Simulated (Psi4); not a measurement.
# One shape, several levels: quartet SbClF

Aim: a comparison of 5 runs (UB2PLYP/def2-SVP, UB3LYP/def2-SVP, UBHLYP/def2-SVP, UM06-L/def2-SVP, UMP3/def2-SVP) of quartet SbClF. 

The results are computed with Psi4 1.11.

4 further runs of the same task are left out: 3 that didn't finish, 1 set aside as unsound or not needed.

### 1 The structure to begin with

The species is SbClF (3 atoms), meant as a quartet with charge 0. As SMILES of the parent species, `[F][Sb][Cl]`. The coordinates come from a PBE0-D4/def2-TZVP relaxation. That shape belongs to the parent species and isn't relaxed for this state.

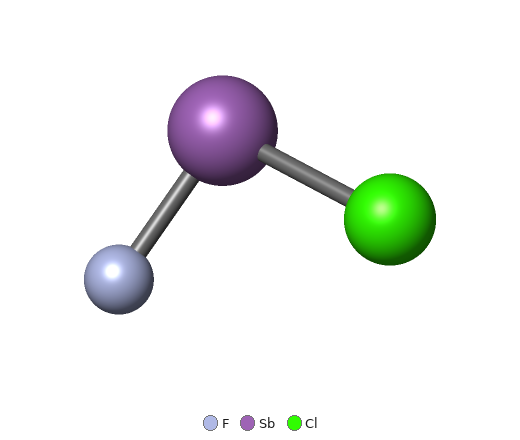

Viewed from a chosen angle; fluorine light blue, antimony purple, chlorine green.

### 2 A single-point energy at UB2PLYP/def2-SVP (core potential, density fitting for correlation) (run 1)

calc.py reads:

```python
import psi4

psi4.set_memory(1600000000)
psi4.set_num_threads(1)
psi4.set_output_file('clfsb.out', False)

molecule = psi4.geometry("""
0 4
F     -0.878700     1.231800    -0.347600
Sb    -0.600900    -0.658300    -0.367200
Cl     1.468700    -0.638200     0.701500
symmetry c1
no_reorient
no_com
""")

psi4.set_options({
    'basis': 'def2-SVP',
    'reference': 'uks',
    'puream': True,
    'e_convergence': 1e-09,
    'd_convergence': 1e-08,
    'scf_type': 'pk',
    'dft_radial_points': 99,
    'dft_spherical_points': 590,
    'num_frozen_docc': 10,
    'maxiter': 200,
})

e, wfn = psi4.energy("B2PLYP", return_wfn=True)
print(f'B2PLYP energy: {e:.10f} Eh')
```

Run with:

```
$ python calc.py
```

clfsb.out:

```text
[...]
    !!!  WARNING: ECP capability is in beta. Please check occupations closely.  !!!
[...]
  Running in c1 symmetry.
[...]
  Nuclear repulsion =  171.629092797369253
[...]
  Multiplicity = 4
[...]
  Nalpha       = 26
  Nbeta        = 23
[...]
    Number of basis functions: 58
[...]
   @UKS iter   1:  -799.18453494171968   -1.88498e+00   7.81337e-03 ADIIS/DIIS
[...]
   @UKS iter  22:  -799.27524292773114   -3.86535e-12   8.63348e-09 DIIS
[...]
   @S^2 Observed:                3.758321290E+00
[...]
    Orbital Energies [Eh]
    ---------------------
    Alpha Occupied:
       1A   -102.917729     2A    -25.334587     3A     -9.952210
       4A     -7.606035     5A     -7.589823     6A     -7.589785
       7A     -6.110767     8A     -4.276493     9A     -4.271338
      10A     -4.267222    11A     -1.504691    12A     -1.497472
      13A     -1.495669    14A     -1.488773    15A     -1.486906
      16A     -1.286385    17A     -0.982104    18A     -0.677464
      19A     -0.536403    20A     -0.510299    21A     -0.502206
      22A     -0.450070    23A     -0.433499    24A     -0.424164
      25A     -0.271837    26A     -0.175457
    Alpha Virtual:
[...]
  @UKS Final Energy:  -799.27524292773114
   => Energetics <=
    Nuclear Repulsion Energy =            171.6290927973692533
    One-Electron Energy =               -1536.1406129322706420
    Two-Electron Energy =                 593.0618866787764318
    DFT Exchange-Correlation Energy =     -27.8256094716062741
    Empirical Dispersion Energy =           0.0000000000000000
    VV10 Nonlocal Energy =                  0.0000000000000000
    Total Energy =                       -799.2752429277311421
[...]
 Multipole Moments:
 ------------------------------------------------------------------------------------
     Multipole            Electronic (a.u.)      Nuclear  (a.u.)        Total (a.u.)
 ------------------------------------------------------------------------------------
 L = 1.  Multiply by 2.5417464519 to convert [e a0] to [Debye]
 Dipole X            :         -6.0482433            6.1206339            0.0723907
 Dipole Y            :         27.2765413          -28.1646671           -0.8881258
 Dipole Z            :         -0.7034252            0.6642387           -0.0391865
 Magnitude           :                                                    0.8919324
[...]
```

On the terminal:

```text
B2PLYP energy: -799.4090985937 Eh
```

It took 24 s on 1 thread of Intel Xeon at 2.50GHz (Skylake/Cascade Lake), shared host; peak memory 0.45 GiB.

### 3 Energy and forces at UB3LYP/def2-SVP (core potential) (run 2)

job.py reads:

```python
import psi4

psi4.set_memory('1600 MB')
psi4.set_num_threads(1)
psi4.core.set_output_file('run.log', False)

m = psi4.geometry("""
0 4
F
Sb 1 1.910506
Cl 2 2.329328 1 96.65839
symmetry c1
no_reorient
no_com
""")

psi4.set_options({
    'basis': 'def2-SVP',
    'reference': 'uks',
    'puream': True,
    'e_convergence': 1e-09,
    'd_convergence': 1e-08,
    'scf_type': 'pk',
    'dft_radial_points': 99,
    'dft_spherical_points': 590,
    'maxiter': 200,
})

e_tot, wfn = psi4.gradient("B3LYP", molecule=m, return_wfn=True)
print('gradient / Eh bohr^-1')
print(e_tot.np.round(6))
print(f'energy = {wfn.energy():.10f} Eh')
for k, v in sorted(psi4.core.scalar_variables().items()):
    print(f'{k:45s} {v:18.10f}')
```

Run with:

```
$ python job.py
```

run.log:

```text
[...]
    !!!  WARNING: ECP capability is in beta. Please check occupations closely.  !!!
[...]
  Running in c1 symmetry.
[...]
  Nuclear repulsion =  171.629098740331699
[...]
  Multiplicity = 4
[...]
  Nalpha       = 26
  Nbeta        = 23
[...]
    Number of basis functions: 58
[...]
   @UKS iter   1:  -799.75230281558493   -1.45438e+00   1.10075e-02 DIIS/ADIIS
[...]
   @UKS iter  19:  -800.00107989700166   -1.47793e-12   2.74790e-09 DIIS
[...]
   @S^2 Observed:                3.753776783E+00
[...]
    Orbital Energies [Eh]
    ---------------------
    Alpha Occupied:
       1A   -101.542125     2A    -24.678821     3A     -9.497518
       4A     -7.270257     5A     -7.256558     6A     -7.255548
       7A     -5.765081     8A     -3.997592     9A     -3.990615
      10A     -3.987508    11A     -1.359636    12A     -1.353712
      13A     -1.351972    14A     -1.345377    15A     -1.343465
      16A     -1.135106    17A     -0.864168    18A     -0.594042
      19A     -0.461714    20A     -0.424714    21A     -0.424160
      22A     -0.381330    23A     -0.371158    24A     -0.367027
      25A     -0.220146    26A     -0.131197
    Alpha Virtual:
[...]
  @UKS Final Energy:  -800.00107989700166
   => Energetics <=
    Nuclear Repulsion Energy =            171.6290987403316990
    One-Electron Energy =               -1536.2385083854876484
    Two-Electron Energy =                 611.6481703130766618
    DFT Exchange-Correlation Energy =     -47.0398405649224216
    Empirical Dispersion Energy =           0.0000000000000000
    VV10 Nonlocal Energy =                  0.0000000000000000
    Total Energy =                       -800.0010798970016594
[...]
 Multipole Moments:
 ------------------------------------------------------------------------------------
     Multipole            Electronic (a.u.)      Nuclear  (a.u.)        Total (a.u.)
 ------------------------------------------------------------------------------------
 L = 1.  Multiply by 2.5417464519 to convert [e a0] to [Debye]
 Dipole X            :        -31.4207407           31.4857049            0.0649642
 Dipole Y            :        -10.3056659            9.5979392           -0.7077267
 Dipole Z            :         -0.0000000            0.0000000           -0.0000000
 Magnitude           :                                                    0.7107020
[...]
  -Total Gradient:
     Atom            X                  Y                   Z
    ------   -----------------  -----------------  -----------------
       1       -0.012976597515    -0.036496595879     0.000000000640
       2        0.093766471318     0.037899363516    -0.000000001574
       3       -0.080692105963    -0.001372285761     0.000000000934
[...]
```

On the terminal:

```text
gradient / Eh bohr^-1
[[-0.012977 -0.036497  0.      ]
 [ 0.093766  0.037899 -0.      ]
 [-0.080692 -0.001372  0.      ]]
energy = -800.0010798970 Eh
CURRENT ENERGY                                   -800.0010798970
CURRENT REFERENCE ENERGY                         -800.0010798970
DD SOLVATION ENERGY                                 0.0000000000
DFT FUNCTIONAL TOTAL ENERGY                      -800.0010798970
DFT TOTAL ENERGY                                 -800.0010798970
DFT VV10 ENERGY                                     0.0000000000
DFT XC ENERGY                                     -47.0398405649
GRID ELECTRONS ALPHA                               26.0000012181
GRID ELECTRONS BETA                                23.0000009735
GRID ELECTRONS TOTAL                               49.0000021916
NUCLEAR REPULSION ENERGY                          171.6290987403
ONE-ELECTRON ENERGY                             -1536.2385083855
PCM POLARIZATION ENERGY                             0.0000000000
PE ENERGY                                           0.0000000000
SCF ITERATION ENERGY                             -800.0010798970
SCF ITERATIONS                                     19.0000000000
SCF TOTAL ENERGY                                 -800.0010798970
TWO-ELECTRON ENERGY                               611.6481703131
XC GRID RADIAL POINTS                              99.0000000000
XC GRID SPHERICAL POINTS                          590.0000000000
XC GRID TOTAL POINTS                           162945.0000000000
```

Wall time 36 s (1 thread of Intel Xeon at 2.50GHz (Skylake/Cascade Lake), shared host); peak memory 0.45 GiB.

Runs 3 to 4 aren't shown in full; the table further down has their settings and results.

### 4 A single-point energy at UMP3/def2-SVP (core potential) (run 5)

clfsb.in reads:

```
memory 1600 mb

molecule mol {
  0 4
  F     -0.878700     1.231800    -0.347600
  Sb    -0.600900    -0.658300    -0.367200
  Cl     1.468700    -0.638200     0.701500
  units angstrom
  symmetry c1
  no_reorient
  no_com
}

set {
  basis           def2-SVP
  reference       uhf
  puream          true
  e_convergence   1e-09
  d_convergence   1e-08
  scf_type        pk
  num_frozen_docc 10
  maxiter         200
  mp_type         conv
}

e, wfn = energy('mp3', return_wfn=True)
print_variables()
```

Run with:

```
$ psi4 -n 1 clfsb.in clfsb.out
```

clfsb.out:

```text
[...]
    !!!  WARNING: ECP capability is in beta. Please check occupations closely.  !!!
[...]
  Running in c1 symmetry.
[...]
  Nuclear repulsion =  171.629092797369253
[...]
  Multiplicity = 4
[...]
  Nalpha       = 26
  Nbeta        = 23
[...]
    Number of basis functions: 58
[...]
   @UHF iter   1:  -797.74958650981216   -2.30695e+00   6.88208e-03 DIIS/ADIIS
[...]
   @UHF iter  22:  -797.83405515799370   -8.64020e-12   8.82125e-09 DIIS
[...]
   @S^2 Observed:                3.772438979E+00
[...]
    Orbital Energies [Eh]
    ---------------------
    Alpha Occupied:
       1A   -104.822013     2A    -26.255959     3A    -10.586191
       4A     -8.071239     5A     -8.055672     6A     -8.054572
       7A     -6.605038     8A     -4.676590     9A     -4.674541
      10A     -4.668423    11A     -1.716499    12A     -1.706946
      13A     -1.705338    14A     -1.696993    15A     -1.695685
      16A     -1.509793    17A     -1.136209    18A     -0.800306
      19A     -0.651282    20A     -0.639310    21A     -0.616609
      22A     -0.547036    23A     -0.514003    24A     -0.497066
      25A     -0.353752    26A     -0.245170
    Alpha Virtual:
[...]
  @UHF Final Energy:  -797.83405515799370
   => Energetics <=
    Nuclear Repulsion Energy =            171.6290927973692533
    One-Electron Energy =               -1535.7294795748248362
    Two-Electron Energy =                 566.2663316194619938
    Total Energy =                       -797.8340551579937028
  UHF NO Occupations:
  HONO-2 :   24  A 1.0000000
  HONO-1 :   25  A 1.0000000
[...]
 Multipole Moments:
 ------------------------------------------------------------------------------------
     Multipole            Electronic (a.u.)      Nuclear  (a.u.)        Total (a.u.)
 ------------------------------------------------------------------------------------
 L = 1.  Multiply by 2.5417464519 to convert [e a0] to [Debye]
 Dipole X            :         -6.3134771            6.1206339           -0.1928431
 Dipole Y            :         27.0634615          -28.1646671           -1.1012057
 Dipole Z            :         -0.8585186            0.6642387           -0.1942798
 Magnitude           :                                                    1.1347190
[...]
	SCS-MP2 Total Energy (a.u.)        :  -798.21211441756100
	SOS-MP2 Total Energy (a.u.)        :  -798.20214159681723
[...]
	SOS-PI-MP2 Total Energy (a.u.)     :  -798.23045593826521
[...]
	MP2 Total Energy (a.u.)            :  -798.23206005904819
[...]
	SCS-MP3 Total Energy (a.u.)        :  -798.21539856051345
[...]
	MP3 Total Energy (a.u.)            :  -798.24519663085812
[...]
```

It took 9.3 s on 1 thread of Intel Xeon at 2.50GHz (Skylake/Cascade Lake), shared host; peak memory 0.24 GiB.

### 5 All runs side by side

```
run                                                               level      task  fitting correlation  energy (Eh)  HOMO energy (eV)   ⟨S²⟩  wall time
  1  UB2PLYP/def2-SVP (core potential, density fitting for correlation)    energy      density fitting  -799.409099             -4.77  3.758       24 s
  2                                    UB3LYP/def2-SVP (core potential)  gradient                    –  -800.001080             -3.57  3.754       36 s
  3                                    UBHLYP/def2-SVP (core potential)    energy                    –  -799.802064             -4.75  3.757       27 s
  4                                    UM06-L/def2-SVP (core potential)  gradient                    –  -800.062966             -2.90  3.754       52 s
  5                                      UMP3/def2-SVP (core potential)    energy                 none  -798.245197             -6.67  3.772      9.3 s
```

### 6 What came out

```
                                                         quantity          value
                                              run 5: total energy  -798.24520 Eh
run 5: HOMO energy (Hartree–Fock orbitals) (highest over α and β)       -6.67 eV
 run 5: LUMO energy (Hartree–Fock orbitals) (lowest over α and β)       -2.98 eV
              run 5: correlation energy (10 core orbitals frozen)     -411.1 mEh
                         run 5: ⟨S²⟩ of the reference determinant          3.772
```

What this shows: Over runs 2, 3, 4 the dipole moment (its size) runs from 1.56 D (UM06-L/def2-SVP) to 2.24 D (UBHLYP/def2-SVP). Totals of different functionals can't be ranked against each other. All runs together took 2.5 min, the longest 52 s.
